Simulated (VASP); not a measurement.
Band structure of GaNi₃As (space group P-6m2). These are PBEsol GGA, VASP's PBE PAW potentials (set 64) (plane waves; VASP) values and carry that method's errors.

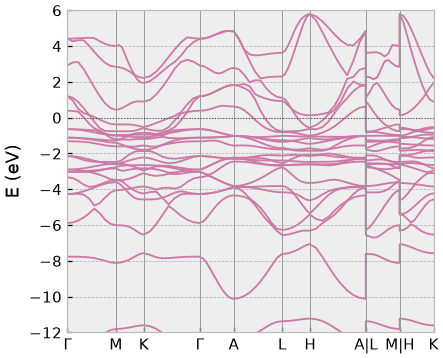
Figure: Bands along high-symmetry lines, zero at the valence-band maximum or, without a gap, the Fermi level

Read the plot: is there a gap, and where are the band edges?

It has no gap at this level: it comes out as a metal or semimetal. (Edges off the drawn lines would not show.)

The structure comes from a computed database's GaNi3As entry (P-6m2); how it stands against other phases isn't given here. It was relaxed first. The run is not spin-polarised, so no magnetic state was tried.
